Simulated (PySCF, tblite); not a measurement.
**C₅H₃F₄O radical: geometry, infrared bands and EPR parameters**

Aim: predict the infrared bands and EPR parameters of C₅H₃F₄O radical (`FC1=COC[C]1C(F)(F)F`).

Programs: tblite 0.8.0 and PySCF 2.14.0, with density-fitted response routines of our own. Each step states its level of theory. These are calculated values for one molecule in the gas phase, unless marked as measured. Atoms are numbered from 0 throughout.

## (1) Starting geometry

13 atoms, charge 0, multiplicity 2; geometry from: force field or distance geometry start.

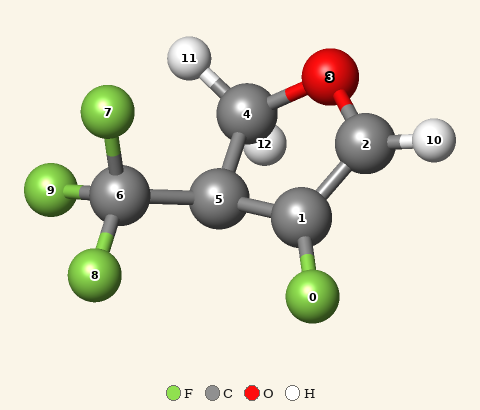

As it starts; fluorine green, carbon grey, oxygen red, hydrogen white, atoms numbered.

## (2) Optimising the geometry with GFN2-xTB

The job: settings as JSON, then the geometry in Å.

```
{"job": {"kind": "relax", "xc": "GFN2-xTB", "basis": "xTB"}, "charge": 0, "multiplicity": 2}
F      0.718000    -2.433500    -0.099000
C      0.775800    -1.054700    -0.059100
C      1.812600    -0.329300     0.390100
O      1.521100     1.032700     0.279700
C      0.332400     1.240200    -0.438900
C     -0.264800    -0.130900    -0.472400
C     -1.604800    -0.262000     0.119300
F     -1.592900     0.112200     1.472400
F     -2.149200    -1.523800     0.052100
F     -2.490900     0.584600    -0.532300
H      2.725400    -0.791700     0.763800
H     -0.311100     2.015800     0.003600
H      0.523900     1.540800    -1.496900
```

On the command line:

```sh
$ OMP_NUM_THREADS=1 python probes_run.py task.json out
```

This one command runs all jobs of the session in turn.

**Question.** This job is followed by: GFN2-xTB harmonic vibrations, gas phase; UKS B3LYP, pcH-1 on C F H O, non-relativistic, mean-field spin-orbit, GIAO. What will the session give for the following? strongest single infrared mode (GFN2-xTB); zero-point energy (GFN2-xTB); g(iso) (B3LYP); ⟨S²⟩; largest a(iso) (averaged by class); potential on the surface of density 0.002 e/bohr³, 1st and 99th percentile.

**Answer**, as computed:

| quantity | value |
| --- | --- |
| strongest single infrared mode (GFN2-xTB) | 963 cm⁻¹, 273 km/mol |
| zero-point energy (GFN2-xTB) | 45.8 kcal/mol |
| g(iso) (B3LYP) | 2.00317 |
| ⟨S²⟩ | 0.768 (exact 0.75) |
| largest a(iso) (averaged by class) | 1H on H11, H12, 116.0 MHz |
| potential on the surface of density 0.002 e/bohr³, 1st and 99th percentile | -0.68 V and 1.54 V |

Relaxing lowered the energy by 0.912 eV in 47 steps; the close pair that moved most is C1–C5, from 1.452 to 1.388 Å. All 33 modes are real, so the xTB geometry is a minimum. The strongest single mode, at 963 cm⁻¹, has its largest shares on C6, F7 and C4 (the list is cut at 3 atoms). Unscaled tight-binding wavenumbers are off by several per cent, some by more. Its intensities can rank the bands wrongly. The largest spin populations lie on C2 (0.50 e), C5 (0.50 e). The isotropic g lies 0.8 ppt above the free-electron value. These values are for one conformer; the search (at its own cheap level) found 1 more, at 0.09 kcal/mol, and measured spectra average over such forms.
